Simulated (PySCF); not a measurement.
# C₂H₇ClSi₂: geometry relaxation

C₂H₇ClSi₂, computed with PBE0-D3(BJ)/def2-SVP geometry optimisation, gas phase (PySCF 2.14.0).

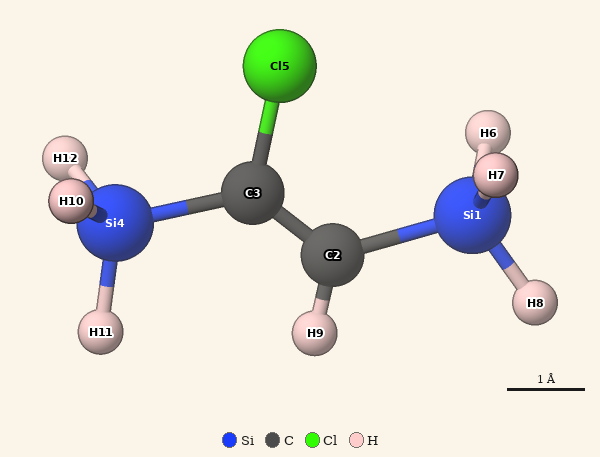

Figure 1. The input geometry (ball-and-stick view, seen at a tilt; atoms are numbered from 1 in the order of the input). Bond lengths as drawn: C–C 1.34 Å, C–Cl 1.74 Å, C–H 1.07 Å, C–Si 1.84 to 1.90 Å and H–Si 1.44 to 1.49 Å.

### Input
```
{"job": {"xc": "PBE0", "basis": "def2-SVP", "d3": "d3bj", "grid": 1, "shake": 0.01, "kind": "geom"}, "charge": 0, "multiplicity": 1}
Si     2.335820     0.152960     0.171260
C      0.551890    -0.498100     0.045940
C     -0.550880     0.264160     0.020420
Si    -2.314000    -0.251330    -0.089180
Cl    -0.326370     1.985630     0.109240
H      2.581010     1.043400    -0.988310
H      2.471670     0.933010     1.411460
H      3.239780    -0.964530     0.158830
H      0.394940    -1.556100     0.009730
H     -3.038940     0.233230     1.117670
H     -2.396500    -1.717540    -0.146020
H     -2.908730     0.346930    -1.285930
```

The first line tells a small driver script what to run in PySCF; the rest is the geometry in Å.

Run on 1 CPU thread, shared host.

Launch command:
```bash
OMP_NUM_THREADS=1 python <driver script> task.json out
```

### The program's output
```
step   0  E = -1118.69869612  max force = 0.026477
step   1  E = -1118.70259105  max force = 0.003436
step   2  E = -1118.70270141  max force = 0.002021
step   3  E = -1118.70272056  max force = 0.000691
step   4  E = -1118.70272640  max force = 0.000313
optimisation converged
```

### Trajectory as extended XYZ (Å, eV, eV/Å), 5 frames, from step=0 to step=4
```
12
Properties=species:S:1:pos:R:3:forces:R:3 step=0 energy=-30441.34206
Si    2.3358    0.1530    0.1713   -1.3615   0.5903  -0.2571
C     0.5519   -0.4981    0.0459    0.3979   0.6233   0.1174
C    -0.5509    0.2642    0.0204    1.1255   0.0696   0.0731
Si   -2.3140   -0.2513   -0.0892   -0.5279  -0.0655   0.3839
Cl   -0.3264    1.9856    0.1092   -0.1675   0.5916  -0.0009
H     2.5810    1.0434   -0.9883    0.1592   0.0949  -0.1586
H     2.4717    0.9330    1.4115    0.1413   0.1768   0.3622
H     3.2398   -0.9645    0.1588    0.7098  -0.8564   0.0024
H     0.3949   -1.5561    0.0097   -0.1779  -1.0313  -0.0798
H    -3.0389    0.2332    1.1177   -0.0541   0.0515   0.0447
H    -2.3965   -1.7175   -0.1460    0.0100  -0.4506  -0.0529
H    -2.9087    0.3469   -1.2859   -0.2548   0.2059  -0.4345
12
Properties=species:S:1:pos:R:3:forces:R:3 step=1 energy=-30441.44805
Si    2.0495    1.3915    1.1253    0.1183  -0.1665   0.0445
C     0.2833    0.7407    1.0574    0.0711  -0.0502  -0.0099
C    -0.8075    1.5181    1.0469   -0.1477   0.1070  -0.0272
Si   -2.6066    0.9565    0.9594   -0.0014   0.0687  -0.0509
Cl   -0.6501    3.2723    1.1015    0.0367  -0.1767   0.0003
H     2.3558    2.2588   -0.0486   -0.0412   0.0225  -0.0275
H     2.2754    2.1671    2.3805   -0.0135   0.0121   0.0020
H     2.9888    0.2203    1.1082   -0.1060   0.0877   0.0055
H     0.1030   -0.3453    1.0229    0.0279   0.1448  -0.0041
H    -3.3382    1.4471    2.1625    0.0041  -0.0179   0.0245
H    -2.6464   -0.5331    0.8894    0.0217  -0.0177   0.0230
H    -3.2463    1.5408   -0.2576    0.0299  -0.0139   0.0199
12
Properties=species:S:1:pos:R:3:forces:R:3 step=2 energy=-30441.45105
Si    2.0534    1.3880    1.1292    0.0195  -0.0069   0.0041
C     0.2846    0.7540    1.0521   -0.0148  -0.0670  -0.0011
C    -0.8126    1.5228    1.0400   -0.0113   0.1039  -0.0122
Si   -2.6079    0.9567    0.9591    0.0060  -0.0056  -0.0153
Cl   -0.6533    3.2712    1.0960    0.0086  -0.0231   0.0075
H     2.3570    2.2575   -0.0457   -0.0107   0.0086  -0.0001
H     2.2797    2.1608    2.3864   -0.0022   0.0080  -0.0037
H     2.9744    0.2112    1.1100   -0.0222   0.0071   0.0031
H     0.1051   -0.3279    1.0133    0.0135  -0.0108   0.0011
H    -3.3363    1.4430    2.1668    0.0063  -0.0095   0.0044
H    -2.6329   -0.5345    0.8986    0.0028  -0.0031   0.0110
H    -3.2506    1.5319   -0.2582    0.0046  -0.0016   0.0012
12
Properties=species:S:1:pos:R:3:forces:R:3 step=3 energy=-30441.45157
Si    2.0460    1.3881    1.1299    0.0108   0.0174  -0.0074
C     0.2814    0.7463    1.0497    0.0056   0.0355   0.0087
C    -0.8085    1.5261    1.0369   -0.0218   0.0034  -0.0014
Si   -2.6022    0.9587    0.9581   -0.0033  -0.0096   0.0035
Cl   -0.6362    3.2708    1.0988    0.0009  -0.0055   0.0009
H     2.3408    2.2591   -0.0468    0.0035  -0.0017   0.0080
H     2.2659    2.1654    2.3857    0.0028   0.0017  -0.0042
H     2.9672    0.2150    1.1130    0.0271  -0.0219   0.0013
H     0.1016   -0.3346    1.0104   -0.0108  -0.0231  -0.0038
H    -3.3275    1.4413    2.1691   -0.0037  -0.0026  -0.0019
H    -2.6212   -0.5331    0.9017   -0.0004   0.0052   0.0016
H    -3.2468    1.5313   -0.2586   -0.0107   0.0013  -0.0053
12
Properties=species:S:1:pos:R:3:forces:R:3 step=4 energy=-30441.45173
Si    2.0498    1.3866    1.1294   -0.0093   0.0077  -0.0017
C     0.2800    0.7548    1.0503   -0.0001   0.0130   0.0051
C    -0.8117    1.5329    1.0371    0.0018   0.0018   0.0014
Si   -2.6031    0.9566    0.9577   -0.0012   0.0024   0.0009
Cl   -0.6450    3.2780    1.1003    0.0063  -0.0161  -0.0018
H     2.3501    2.2554   -0.0471    0.0016   0.0006   0.0018
H     2.2750    2.1638    2.3842    0.0013   0.0020  -0.0013
H     2.9659    0.2077    1.1135    0.0058  -0.0053   0.0006
H     0.0975   -0.3264    1.0110    0.0005  -0.0065  -0.0046
H    -3.3313    1.4345    2.1687   -0.0035  -0.0005  -0.0002
H    -2.6146   -0.5351    0.9014    0.0014   0.0014   0.0002
H    -3.2521    1.5257   -0.2588   -0.0045  -0.0004  -0.0003
```

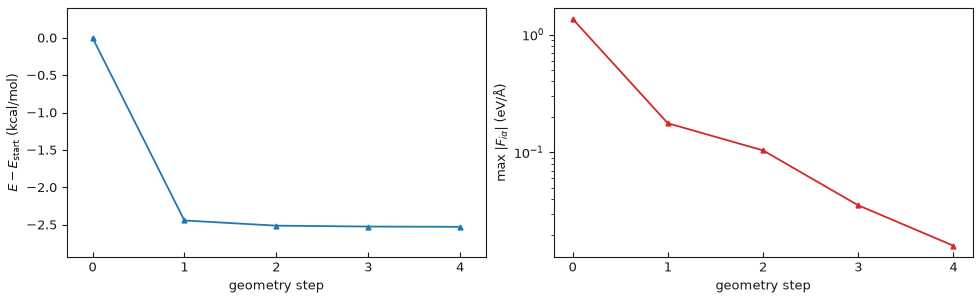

Figure 2. Progress of the relaxation, step by step (steps are counted from 0).

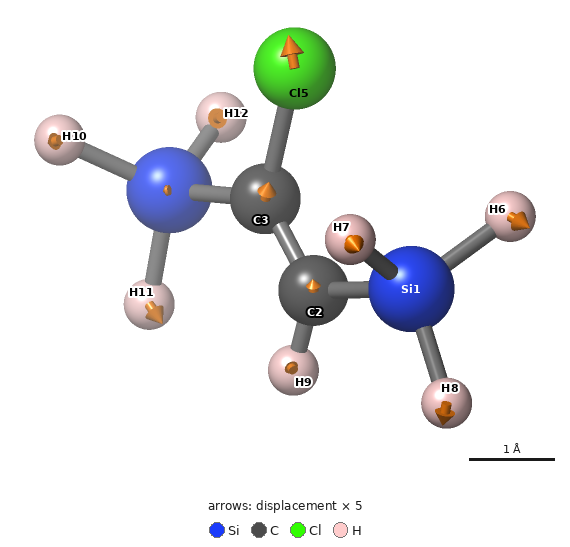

Figure 3. The starting structure with the displacements as orange arrows, magnified 5 times (ball-and-stick view, seen at a tilt). The two geometries are laid on each other by the best rigid fit. Over 4 geometry steps the energy falls by 2.53 kcal/mol. Largest force component: 1.4 eV/Å at the start, 0.016 eV/Å at the end. Cl5 moves most after the best rigid fit: 0.082 Å. By element the largest moves are Cl 0.082 Å, H 0.064 Å, C 0.051 Å, Si 0.018 Å. Distances before and after: Si1–H8 1.437 → 1.493 Å, C3–Si4 1.840 → 1.883 Å, Si4–H12 1.464 → 1.492 Å, C2–H9 1.070 → 1.097 Å. Among the angles that change: C2–C3–Cl5 117.1° → 120.0°, C2–Si1–H6 108.0° → 110.6°, C2–C3–Si4 129.0° → 126.7°. (Atoms are counted from 1 in the order of the input.)

### Key numbers

- outcome: converged
- total energy: −1118.702726 hartree
- dipole moment: 1.22 D
- point group: Cs
- wall time: 22 s
- peak memory: 0.51 GiB
